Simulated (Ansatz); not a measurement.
# A hypothetical structure for Mg6TaZn, part 2 of 2

Starting from a made-up structure for Mg6TaZn, the aim is the relaxed cell, its shortest contacts and, where a second run follows, its electronic structure.

Ansatz 0.2.0; DFT, PBE, plane-wave PAW, files of the set soft_1, scalar-relativistic, no spin, cell and ions relaxed at zero pressure; PAW set soft_1 (the session's first sound run).

So far: Set-up; Relaxing cell and atoms.

**2. Relaxing cell and atoms (continued)**

The steps of the relaxation:

| step | energy less that of the first step (eV) | largest force component (eV/Å) | pressure (GPa) | volume (Å³) |
| --- | --- | --- | --- | --- |
| 1 | 0.0000 | 0.8999 | -1.58 | 167.14 |
| 2 | -0.3857 | 0.4734 | 0.43 | 160.10 |
| 3 | -0.4374 | 0.2136 | 0.65 | 160.91 |
| 4 | -0.4456 | 0.1023 | -0.28 | 163.13 |
| 5 | -0.4491 | 0.0065 | 0.02 | 162.30 |
| 6 | -0.4491 | 0.0035 | 0.00 | 162.35 |
| 7* | -0.4484 | 0.0035 | 0.00 | 162.35 |

Relaxation steps marked * repeat the geometry before them on a plane-wave basis chosen anew for their cell, so energy and pressure can jump there.

Forces are held to the 4 operations that the run works with; a distortion that breaks them can't arise in this run.

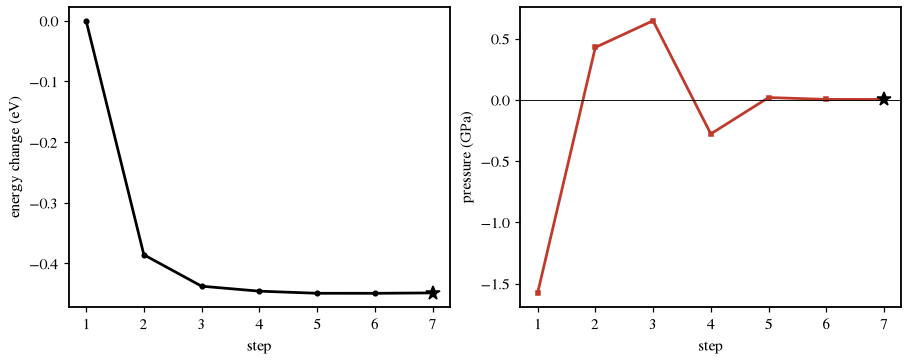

Energy and pressure along the relaxation. Stars mark steps on a basis chosen anew.

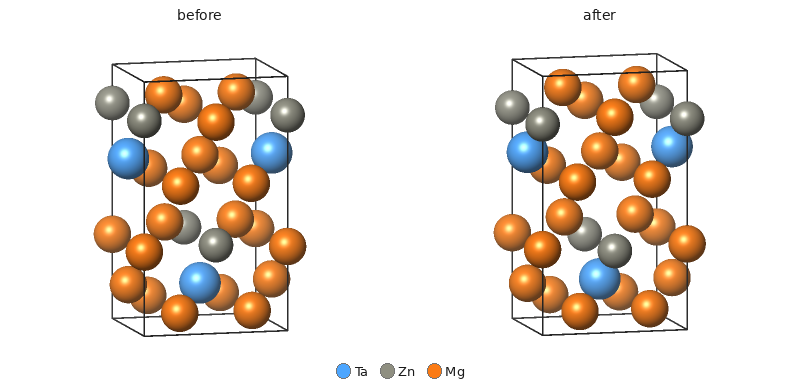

Before and after, at one scale.

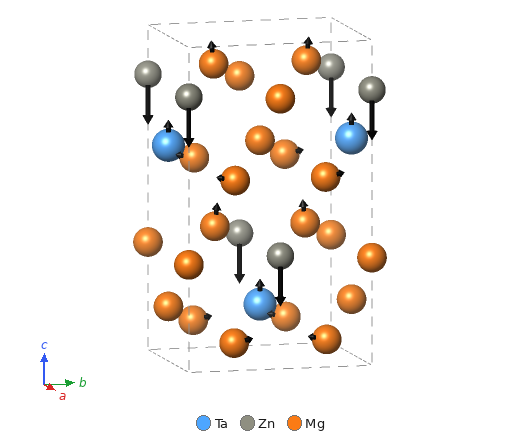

Displacements in the relaxation, exaggerated, measured against the changing cell; the longest in the cell stands for 0.36 Å. Some periodic images of atoms are drawn too.

| conventional cell, symmetrised | before | after | change |
| --- | --- | --- | --- |
| a (Å) | 5.137 | 4.855 | -5.5 % |
| b (Å) | 6.125 | 6.180 | +0.9 % |
| c (Å) | 10.624 | 10.822 | +1.9 % |
| volume (Å³/atom) | 20.89 | 20.29 | -2.9 % |

The atoms that moved most (Å, as changes of fractional coordinates times the final cell):

| atom | dx | dy | dz | length |
| --- | --- | --- | --- | --- |
| Zn2 | 0.000 | 0.000 | -0.356 | 0.356 |
| Ta1 | 0.000 | 0.000 | 0.112 | 0.112 |
| Mg4 | 0.000 | 0.011 | 0.108 | 0.109 |
| Mg5 | 0.000 | -0.011 | 0.108 | 0.109 |
| Mg8 | 0.000 | 0.071 | 0.014 | 0.072 |
| Mg7 | 0.000 | -0.071 | 0.014 | 0.072 |

Numbers from this step:

| Item | Value |
| --- | --- |
| free energy | -24793.6794 eV |
| energy at zero smearing | -24793.6645 eV |
| smearing term TS | 0.02969 eV |
| Fermi energy | 7.846 eV |
| electrons | 85 |
| symmetry operations | 4 |
| pressure | 0.003260 GPa |

The shortest distance of each pair, which need not be the same contact before and after:

| pair | guess (Å) | relaxed (Å) |
| --- | --- | --- |
| Ta–Zn | 3.224 | 2.862 |
| Mg–Zn | 2.944 | 2.885 |
| Mg–Mg | 2.993 | 2.985 |
| Mg–Ta | 3.010 | 3.005 |
| Ta–Ta | 5.137 | 4.855 |

The relaxation ends with a largest force component of 0.0035 eV/Å and a pressure of 0.00 GPa.

**3. Electronic structure of the relaxed cell**

A second self-consistent run takes a narrower smearing and the mesh shown in its input; the bands follow along the standard path of the relaxed lattice.

This step: DFT, PBE, plane-wave PAW, files of the set soft_1, scalar-relativistic, no spin, bands and density of states at the relaxed cell; PAW set soft_1 (Ansatz 0.2.0).

Input file input.yaml:

```yaml
crystal:
  lattice:
    - [4.8550314053, 0.0, 0.0]
    - [0.0, 3.0898634527, 5.411155408]
    - [0.0, -3.0898634527, 5.411155408]
  atoms:
    - { symbol: Ta, position: [0.5, 0.6742645907, 0.6742645907] }
    - { symbol: Zn, position: [0.0, 0.8143752737, 0.8143752737] }
    - { symbol: Mg, position: [0.5, 0.1682674315, 0.1682674315] }
    - { symbol: Mg, position: [0.5, 0.6743289219, 0.1636379509] }
    - { symbol: Mg, position: [0.5, 0.1636379509, 0.6743289219] }
    - { symbol: Mg, position: [0.0, 0.3310151447, 0.3310151447] }
    - { symbol: Mg, position: [0.0, 0.8278599926, 0.344750694] }
    - { symbol: Mg, position: [0.0, 0.344750694, 0.8278599926] }
kpoints:
  mp_grid: { grid: [6, 6, 6] }
  band_path:
    path:
      - [[0.0, 0.0, 0.0], [0.0, 0.33151519, -0.33151519], [0.0, 0.0, -0.5], [-0.5, 0.0, -0.5], [-0.5, 0.33151519, -0.33151519], [-0.5, 0.0, 0.0], [0.0, 0.0, 0.0], [0.0, -0.5, -0.5], [0.0, -0.33151519, -0.66848481], [-0.5, -0.33151519, -0.66848481], [-0.5, -0.5, -0.5], [0.0, -0.5, -0.5]]
      - [[-0.5, 0.0, 0.0], [-0.5, -0.5, -0.5]]
    npoints: 6
scf:
  occupations: { method: fermi_dirac, width: 0.03 }
  n_extra_bands: 12
hamiltonian:
  xc: pbe
  pseudopotentials: { kind: paw, azcp: { folder: soft_1 } }
output:
  forces: true
  stress: true
  write_bands: true
  dos: { projected: true }
  write_density: true
  write_potential: true
  elf: true
  volumetric_format: npy
```

On the command line:

```sh
ansatz run input.yaml --threads 4 --pin off --max-ram 10240MiB --backend cpu --events-out ev --progress --plain --runs-dir out
```

Numbers of over 12 decimals in the logs are rounded to 6 here.

Log:

```text
[...]
Crystal: 8 atoms, lattice volume = 162.350 Å³
Basis set: ecut = 420 eV, 3169 PW (Γ), exchange–correlation on 72×90×90 points (8 copies of the dense FFT grid, shifted against one another)
Bands: 55, of which v1, the nominal top of the filled ones, is band 43 counted from 1 (42 counted from 0)
Symmetry: 4 space group operations
[...]
k-points: 52 of 216 (time reversal used)
[...]
SCF iter   1: F=—  HF=-24795.010251 eV  |F-HF|=—  |Δ(HF+E_count)|=         —  Δρ=5.61e-2  dr2=6.36e0  ethr=3.10e-3  ⟨swp⟩=7.3  Hψ=12966  notcnv=0  defer=31
[...]
SCF iter  10: F=-24793.667471 eV  HF=-24793.667471 eV  |F-HF|=5.62e-9  |Δ(HF+E_count)|=   3.00e-8  Δρ=1.56e-6  dr2=6.06e-9  ethr=1.18e-10  ⟨swp⟩=16.5  Hψ=21808  notcnv=0
SCF 1 converged in 10 iterations: F = -24793.667471 eV  dr2 = 6.06e-9
[...]
NSCF: frozen V_eff on 74 k-points
SCF converged after 10 iterations
Free energy (F): -24793.667471 eV
[...]
Internal energy: -24793.654491 eV  (E = F + TS)
E sigma→0 (E₀):  -24793.660981 eV
Entropy (-TS):   -0.012980 eV (-1.622 meV/atom)
Fermi energy:    7.818232 eV
[...]
--- Forces (eV/Å), atoms counted from 1 ---
  atom   1  Ta     0.00000000     0.00000000     0.01736827
  atom   2  Zn     0.00000000     0.00000000    -0.02209014
  atom   3  Mg     0.00000000    -0.00000000    -0.01497568
  atom   4  Mg     0.00000000     0.00310986     0.00722660
  atom   5  Mg     0.00000000    -0.00310986     0.00722660
  atom   6  Mg     0.00000000    -0.00000000     0.00958025
  atom   7  Mg     0.00000000    -0.02209241    -0.00216310
  atom   8  Mg    -0.00000000     0.02209241    -0.00216310
  max |Σ_I F_I| component: 9.71e-6 eV/Å
--- Stress (GPa, compression-positive) ---
       -0.012340      -0.000000      -0.000000
       -0.000000       0.072790      -0.000000
       -0.000000      -0.000000       0.015698
  P = ⅓ Tr σ = 0.0254 GPa (0.254 kbar)
--- Band table (eV; the first three rows and the last of 52) ---
  k-point 0: bands = [... 39 lower, 6.0189, 6.5587, 6.8588, 7.4341, 7.6695, 8.9932, 9.1682, 9.9796, ... 8 higher]
  k-point 1: bands = [... 39 lower, 6.5781, 6.7665, 7.4097, 7.4431, 7.7287, 9.0362, 9.1739, 9.8049, ... 8 higher]
  k-point 2: bands = [... 39 lower, 6.7803, 7.3351, 7.8601, 8.0098, 8.1381, 8.7691, 9.2241, 9.8732, ... 8 higher]
  k-point 51: bands = [... 39 lower, 5.6461, 6.4940, 7.5185, 8.1307, 8.2421, 8.9139, 9.2588, 10.0889, ... 8 higher]
```

The job ended after 19 s (4 threads of Arm Neoverse V2, shared host; peak memory 0.86 GiB; 76 s of CPU time).

Numbers from this step:

```
free energy             : -24793.6675 eV
energy at zero smearing : -24793.6610 eV
smearing term TS        : 0.01298 eV
Fermi energy            : 7.818 eV
pressure                : 0.02538 GPa
```

bands.tsv at the labelled points (eV, zero at the Fermi level; the bands that come nearest the Fermi level along the path):

| point | band 39 | band 40 | band 41 | band 42 | band 43 | band 44 | band 45 | band 46 |
| --- | --- | --- | --- | --- | --- | --- | --- | --- |
| Γ | -2.06 | -1.80 | -1.26 | -0.96 | -0.38 | -0.15 | 1.17 | 1.35 |
| X | -1.16 | -1.06 | -0.82 | 0.08 | 0.61 | 0.95 | 1.05 | 1.36 |
| S | -1.15 | -0.75 | -0.52 | 0.09 | 0.42 | 0.57 | 1.44 | 1.64 |
| R | -2.17 | -1.94 | -1.54 | -0.37 | 0.29 | 0.48 | 0.84 | 1.45 |
| A | -3.74 | -0.67 | -0.30 | -0.27 | -0.10 | 0.27 | 0.37 | 2.33 |
| Z | -1.37 | -1.24 | -1.03 | -1.02 | -0.69 | -0.51 | -0.21 | -0.19 |
| Γ | -2.06 | -1.80 | -1.26 | -0.96 | -0.38 | -0.15 | 1.17 | 1.35 |
| Y | -1.31 | -0.76 | -0.26 | 0.08 | 0.31 | 0.41 | 1.40 | 1.92 |
| X1 | -1.16 | -1.06 | -0.82 | 0.08 | 0.61 | 0.95 | 1.05 | 1.36 |
| A1 | -3.74 | -0.67 | -0.30 | -0.27 | -0.10 | 0.27 | 0.37 | 2.33 |
| T | -2.29 | -2.17 | -1.32 | -0.30 | 0.31 | 0.42 | 1.10 | 1.44 |
| Y | -1.31 | -0.76 | -0.26 | 0.08 | 0.31 | 0.41 | 1.40 | 1.92 |
| Z | -1.37 | -1.24 | -1.03 | -1.02 | -0.69 | -0.51 | -0.21 | -0.19 |
| T | -2.29 | -2.17 | -1.32 | -0.30 | 0.31 | 0.42 | 1.10 | 1.44 |

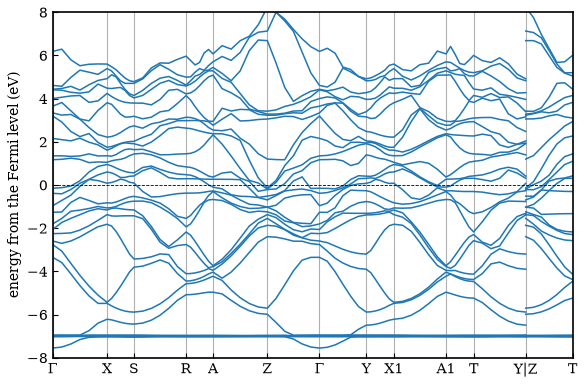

Bands along the path. 28 bands lie wholly below the window drawn.

Counts of states for the cell as run, both spins, by energy window (eV from the Fermi level):

| from | to | total |
| --- | --- | --- |
| -8 | -7 | 5.01 |
| -7 | -6 | 6.41 |
| -6 | -5 | 1.34 |
| -5 | -4 | 2.06 |
| -4 | -3 | 2.23 |
| -3 | -2 | 3.22 |
| -2 | -1 | 4.08 |
| -1 | 0 | 4.63 |
| 0 | 1 | 4.75 |
| 1 | 2 | 3.43 |
| 2 | 3 | 3.36 |
| 3 | 4 | 5.05 |

Below -8 eV lie 56.0 more states.

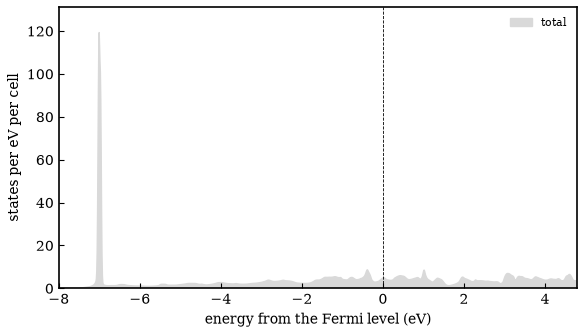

Total density of states, smoothed over about 0.04 eV.

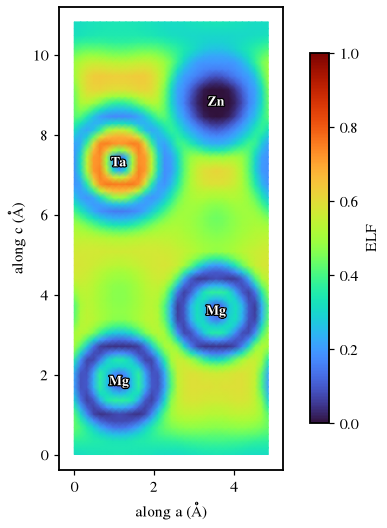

ELF in the ac plane of the conventional cell at fractional y = 0.000, with atoms of Ta and Zn and Mg within 0.2 Å of it. It is the smooth field of the valence electrons, not physical close to the nuclei. The map starts off the cell's origin, so that atoms lie inside it.

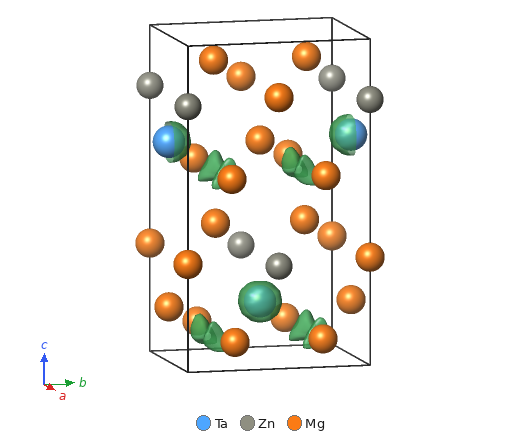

Surface of ELF = 0.68.

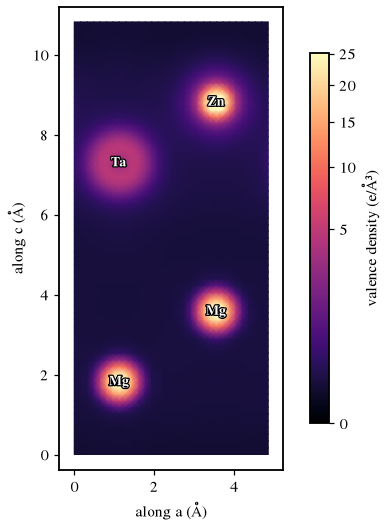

Valence density in the ac plane of the conventional cell at fractional y = 0.000, with atoms of Ta and Zn and Mg within 0.2 Å of it. It is the smooth field of the valence electrons, not physical close to the nuclei. The map starts off the cell's origin, so that atoms lie inside it. The colour scale is stretched toward low values.

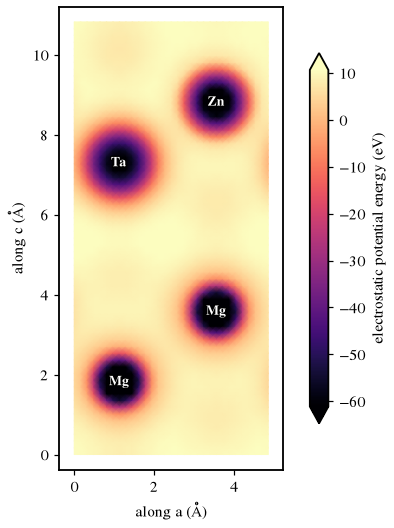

Electrostatic potential energy in the ac plane of the conventional cell at fractional y = 0.000, with atoms of Ta and Zn and Mg within 0.2 Å of it. With pseudopotentials it is smooth inside the atoms' cores, unlike the true potential. The map starts off the cell's origin, so that atoms lie inside it.

**4. Outcome**

```
space group, relaxed : Amm2
conventional cell    : a = 4.855, b = 6.180, c = 10.822 Å; α = 90.0°, β = 90.0°, γ = 90.0°
volume per atom      : 20.29 Å³ (guess 20.89)
```

What this shows: Mg6TaZn relaxes to Amm2 with a = 4.855, b = 6.180 and c = 10.822 Å. The guessed volume was 3 % too large. The space group Amm2 was held in the relaxation, so the end point is a stationary structure within it and may be a saddle against distortions or other arrangements. Bands cross the Fermi level, so it is a metal or semimetal at this level. The electron count is odd, which forces that without spin polarisation or a larger cell. On the 6×6×6 mesh with the narrower smearing (relaxed on 5×5×5) the largest force component is 0.022 eV/Å and the largest stress component is 0.073 GPa, against the relaxation's thresholds of 0.015 eV/Å and 0.05 GPa. The cutoff wasn't tested. Spin-orbit coupling is left out, which can matter for elements this heavy. No dispersion term is used, so weakly bound directions may come out too long. The runs have no spin, and magnetism wasn't tested. Nothing here tests whether the compound is stable against decomposition.

[Logs are printed without paths, hosts, clocks, repeated set-up lines and the standing remarks that a program may print on its own settings, such as how far it seeks lower states.]

[Hosts, paths, dates, database ids (printed as entryN), source tags and the programs' standing remarks are cut or masked in the printed files.]
